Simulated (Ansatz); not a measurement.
# BF3 (boron trifluoride): levels of theory compared

We compute a comparison of 6 runs (B2PLYP/STO-3G, B3LYP/STO-3G, HSE06/STO-3G, r2SCAN/STO-3G, CCSDT(Q)/STO-3G, CCSDT/STO-3G) of BF3 (boron trifluoride). 

Program for the calculation: Ansatz 0.2.0.

35 further runs of the same task are left out: 2 that didn't finish, 33 set aside as unsound or not needed.

**1. Starting point**

BF3: 4 atoms, total charge 0, spin state singlet. As SMILES, `FB(F)F`. The F4–B1 distance was set to 3.252 Å, away from the relaxed value. At this shape a bond of the SMILES string is far longer than usual.

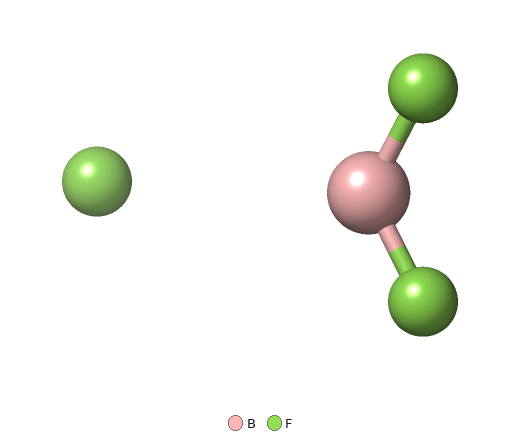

The structure, seen from a chosen angle (boron pink, fluorine green).

**2. A single-point energy at B2PLYP/STO-3G (run 1)**

The input, job.yaml:

```yaml
crystal:
  periodic: [false, false, false]
  atoms:
    - {symbol: B, position_ang: [1.011494, 1.668276, -0.006540]}
    - {symbol: F, position_ang: [2.311674, 1.640586, 0.007130]}
    - {symbol: F, position_ang: [0.385144, 2.807996, -0.023590]}
    - {symbol: F, position_ang: [-0.674160, -1.112140, 0.004010]}
basis:
  gaussian: {orbitals: STO-3G}
accuracy: high
correlation: {frozen_orbitals: {B: 1, F: 1}}
hamiltonian: {xc: {name: B2PLYP}}
```

Run with:

```console
$ ansatz run job.yaml --threads 1 --pin off --max-ram 2610MiB --events-out events.jsonl --progress --plain --runs-dir runs
```

Output:

```text
Warning: RAYON_NUM_THREADS=1 ignored (pool sized by the plan → 1); use --threads N
Functional definition: B2PLYP
  name "B2PLYP"
  parameter a = 0.53
  parameter c = 0.27
  exchange = (1 - a)*b88_x + a*exact_x
  correlation = (1 - c)*lyp_c + c*(mp2_os + mp2_ss)
329 factors; integrals over basis functions are off by at most 3.2e-8 eV
mean field evaluation 1: about -8673.7808 eV, gradient 2.2e1 eV
mean field evaluation 2: about -8673.7803 eV, gradient 2.2e1 eV
mean field evaluation 4: about -8674.5019 eV, gradient 1.8e1 eV
mean field evaluation 8: about -8666.9935 eV, gradient 9.0e0 eV
mean field evaluation 16: about -8683.2016 eV, gradient 3.9e-2 eV
mean field evaluation 32: about -8683.0468 eV, gradient 1.2e0 eV
mean field -8683.20164014 eV, -319.1017745898 hartree, gradient 1.1e-8 eV, S^2 0.000000; 2 other end points of the search recorded, 0 dependent functions left out; unrestricted orbitals would lower it
4 core orbitals not correlated: weight in the atoms' cores, before any rotation towards them, 1.000 or more for the frozen orbitals, at most 0.000 for the correlated occupied ones
reference -8683.20165307 eV, -319.1017750649 hartree; 12, 12 occupied and 4, 4 virtual orbitals, 329 factors
second order -12.99672644 eV of doubles, -0.00000000 eV of singles
Total energy: -8686.71076921 eV, -319.2307327045 hartree
```

Wall time 1.8 s (1 thread of Arm Neoverse V1, shared host); peak memory 0.095 GiB.

**3. The energy at B3LYP/STO-3G (run 2)**

The input, run.yaml:

```yaml
crystal:
  periodic: [false, false, false]
  atoms:
    - symbol: B
      position_ang: [1.011494, 1.668276, -0.006540]
    - symbol: F
      position_ang: [2.311674, 1.640586, 0.007130]
    - symbol: F
      position_ang: [0.385144, 2.807996, -0.023590]
    - symbol: F
      position_ang: [-0.674160, -1.112140, 0.004010]
basis:
  gaussian: {orbitals: STO-3G}
hamiltonian: {xc: {name: B3LYP}}
accuracy: high
```

Run with:

```console
$ ansatz run run.yaml --threads 1 --pin off --max-ram 2610MiB --events-out events.jsonl --progress --plain --runs-dir runs
```

Output:

```text
Warning: RAYON_NUM_THREADS=1 ignored (pool sized by the plan → 1); use --threads N
Functional definition: B3LYP
  name "B3LYP"
  parameter a0 = 0.2
  parameter ax = 0.72
  parameter ac = 0.81
  exchange = (1 - a0 - ax)*slater_x + ax*b88_x + a0*exact_x
  correlation = (1 - ac)*vwn_rpa_c + ac*lyp_c
329 factors; integrals over basis functions are off by at most 3.2e-8 eV
mean field evaluation 1: about -8685.0157 eV, gradient 1.4e1 eV
mean field evaluation 2: about -8290.4501 eV, gradient 2.3e1 eV
mean field evaluation 4: about -8685.3325 eV, gradient 6.4e0 eV
mean field evaluation 8: about -8685.6085 eV, gradient 9.4e0 eV
mean field evaluation 16: about -8694.9173 eV, gradient 6.4e-2 eV
mean field evaluation 32: about -8694.7713 eV, gradient 1.3e0 eV
mean field -8694.91374827 eV, -319.5321866248 hartree, gradient 1.1e-8 eV, S^2 0.000000; 2 other end points of the search recorded, 0 dependent functions left out
reference -8694.91376838 eV, -319.5321873637 hartree; 16, 16 occupied and 4, 4 virtual orbitals, 329 factors
Total energy: -8694.91376838 eV, -319.5321873637 hartree
```

Run time: 1.3 s. Hardware: 1 thread of Arm Neoverse V1, shared host; peak memory 0.092 GiB.

Run 3 isn't shown in full; the table further down has it.

**4. A single-point energy at r2SCAN/STO-3G (run 4)**

The input, input.yaml:

```yaml
crystal:
  periodic: [false, false, false]
  atoms:
    - {symbol: B, position_ang: [1.011494, 1.668276, -0.006540]}
    - {symbol: F, position_ang: [2.311674, 1.640586, 0.007130]}
    - {symbol: F, position_ang: [0.385144, 2.807996, -0.023590]}
    - {symbol: F, position_ang: [-0.674160, -1.112140, 0.004010]}
basis:
  gaussian:
    orbitals: STO-3G
hamiltonian:
  xc: r2scan
accuracy: high
```

Run with:

```console
$ ansatz run input.yaml --threads 1 --pin off --max-ram 2610MiB --events-out events.jsonl --progress --plain --runs-dir runs
```

Output:

```text
Warning: RAYON_NUM_THREADS=1 ignored (pool sized by the plan → 1); use --threads N
Functional definition: r2SCAN
  name "r2SCAN"
  parameter k0 = 0.174
  parameter k1 = 0.065
  parameter a1 = 4.9479
  exchange = r2scan_x(k0 = k0, k1 = k1, a1 = a1)
  correlation = r2scan_c
329 factors; integrals over basis functions are off by at most 3.2e-8 eV
mean field evaluation 1: about -8683.8715 eV, gradient 9.9e0 eV
mean field evaluation 2: about -8288.4389 eV, gradient 2.0e1 eV
mean field evaluation 4: about -8683.6905 eV, gradient 6.6e0 eV
mean field evaluation 8: about -8693.6706 eV, gradient 2.5e-1 eV
mean field evaluation 16: about -8674.2545 eV, gradient 5.9e0 eV
mean field -8693.60433528 eV, -319.4840665848 hartree, gradient 9.8e-8 eV, S^2 0.000000; 2 other end points of the search recorded, 0 dependent functions left out
reference -8693.60433551 eV, -319.4840665932 hartree; 16, 16 occupied and 4, 4 virtual orbitals, 329 factors
Total energy: -8693.60433551 eV, -319.4840665932 hartree
```

Wall time 3 s (1 thread of Arm Neoverse V1, shared host); peak memory 0.13 GiB.

Run 5 isn't shown in full; the table further down has it.

**5. The energy at CCSDT/STO-3G (run 6)**

Changes to input.yaml since step 4:

```diff
@@ -1 +1,4 @@
+basis:
+  gaussian:
+    orbitals: STO-3G
 crystal:
@@ -7,7 +10,7 @@
     - {symbol: F, position_ang: [-0.674160, -1.112140, 0.004010]}
-basis:
-  gaussian:
-    orbitals: STO-3G
-hamiltonian:
-  xc: r2scan
+correlation:
+  method: ccsdt
+  frozen_orbitals: {B: 1, F: 1}
 accuracy: high
+scf:
+  omitted_lower_state_checks: [cluster_reference, increment]
```

Run with:

```console
$ ansatz run input.yaml --threads 1 --pin off --max-ram 2610MiB --events-out events.jsonl --progress --plain --runs-dir runs
```

Output:

```text
Warning: RAYON_NUM_THREADS=1 ignored (pool sized by the plan → 1); use --threads N
[... 14 lines left out ...]
4 core orbitals not correlated: weight in the atoms' cores, before any rotation towards them, 1.000 or more for the frozen orbitals, at most 0.000 for the correlated occupied ones
[... 54 lines left out ...]
WARN: these amplitudes may be one of several solutions (largest doubles amplitude 0.94, level shift 17.41 eV)
Total energy: -8668.32473870 eV, -318.5550585455 hartree
Checks for a lower state left out: cluster_reference, increment
```

Wall time 1 s (1 thread of Arm Neoverse V1, shared host).

**6. The series**

| run | level | frozen core orbitals | energy (Eh) | wall time |
| --- | --- | --- | --- | --- |
| 1 | B2PLYP/STO-3G | 4 | -319.230733 | 1.8 s |
| 2 | B3LYP/STO-3G | – | -319.532187 | 1.3 s |
| 3 | HSE06/STO-3G | – | -319.263201 | 1.7 s |
| 4 | r2SCAN/STO-3G | – | -319.484067 | 3 s |
| 5 | CCSDT(Q)/STO-3G | 4 | -318.557023 | 1.1 s |
| 6 | CCSDT/STO-3G | 4 | -318.555059 | 1 s |

**7. Results**

| quantity | value |
| --- | --- |
| run 6: total energy | -318.55506 Eh |
| run 6: correlation energy (4 core orbitals frozen) | -352.6 mEh |
| run 6: T1 diagnostic | 0.042 |

What this shows: Totals of different functionals can't be ranked against each other. In runs 1, 5, 6 the log says that unrestricted orbitals would lower the reference, so the values rest on an unstable closed-shell determinant (other closed-shell runs at this shape may share the fault). In runs 1, 2, 3, 4, 5, 6 the basis is minimal, so the values are rough. All runs together took 9.9 s, the longest 3 s.
